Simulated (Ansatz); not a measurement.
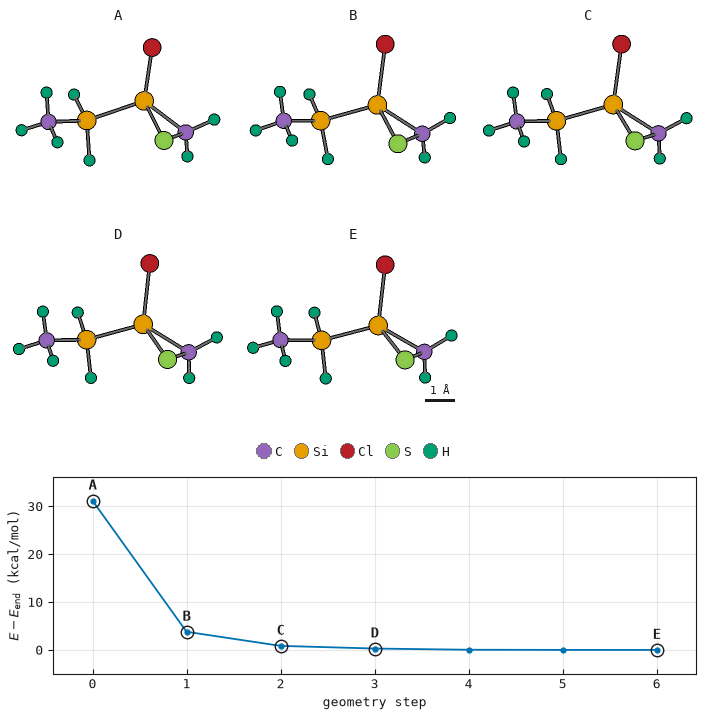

Frames of a relaxation of C₂H₇ClSSi₂, marked on the history of the run. A ball-and-stick model, seen at a tilt.

The run prepares the start of a later molecular dynamics calculation, from a guessed geometry.

The calculation used RKS B3LYP-D4/STO-3G in Ansatz.

The input:
```yaml
crystal:
  periodic: [false, false, false]
  atoms:
    - { symbol: C, position_ang: [-0.6574, -2.1459, 0.3979] }
    - { symbol: Si, position_ang: [0.6189, -1.0408, -0.3293] }
    - { symbol: Si, position_ang: [-0.1364, 1.0593, -0.6555] }
    - { symbol: Cl, position_ang: [-1.4609, 1.4442, -2.0292] }
    - { symbol: C, position_ang: [0.5331, 2.4687, 0.2425] }
    - { symbol: S, position_ang: [-0.7506, 1.9599, 1.2427] }
    - { symbol: H, position_ang: [-0.3252, -3.1251, 0.5289] }
    - { symbol: H, position_ang: [-1.5443, -2.1241, -0.2743] }
    - { symbol: H, position_ang: [-1.0305, -1.715, 1.4049] }
    - { symbol: H, position_ang: [1.8137, -1.0613, 0.5915] }
    - { symbol: H, position_ang: [1.0673, -1.6296, -1.5957] }
    - { symbol: H, position_ang: [0.4174, 3.4579, -0.1836] }
    - { symbol: H, position_ang: [1.4752, 2.4169, 0.674] }
basis:
  gaussian: { orbitals: STO-3G }
hamiltonian:
  xc: b3lyp
  dispersion: d4
relax:
  f_tol: 0.02
  max_steps: 40
output:
  orbitals: {}
```

Launched with:
```bash
ansatz run input.yaml --threads 1 --pin off --max-ram 2048MiB --backend cpu --events-out ev --progress --plain --runs-dir out
```

What happens along the run?

Answer. The atom that moves furthest after the best rigid fit is Si3 (0.31 Å). By element the largest moves are Si 0.31 Å, S 0.25 Å, H 0.25 Å, C 0.15 Å, Cl 0.13 Å. Near-neighbour distances that change, for instance: Si3–Cl4 1.947 → 2.125 Å, C5–S6 1.705 → 1.861 Å, Si3–S6 2.189 → 2.092 Å, Si2–H10 1.509 → 1.446 Å. Bond angles that change, for instance: Si2–Si3–S6 110.6° → 124.6°, Si2–Si3–Cl4 120.9° → 111.7°, Si3–C5–S6 77.2° → 68.6°. After 6 geometry steps the energy has fallen by 31.2 kcal/mol. Largest force component: 4.6 eV/Å at the start, 0.017 eV/Å at the end. From step 0 to 1: Si3 moves most (0.19 Å), energy −27.4 kcal/mol. From step 1 to 2: S6 moves most (0.13 Å), energy −2.94 kcal/mol. From step 2 to 3: S6 moves most (0.10 Å), energy −0.56 kcal/mol. From step 3 to 6: H9 moves most (0.09 Å), energy −0.29 kcal/mol.

| step | E − E(0), kcal/mol | largest force component, eV/Å |
| --- | --- | --- |
| 0 | 0.00 | 4.6216 |
| 1 | -27.39 | 1.5843 |
| 2 | -30.33 | 0.5583 |
| 3 | -30.89 | 0.2219 |
| 4 | -31.14 | 0.1007 |
| 5 | -31.17 | 0.0454 |
| 6 | -31.18 | 0.0170 |

Limits of the set-up: STO-3G is a minimal basis, so the numbers are rough.
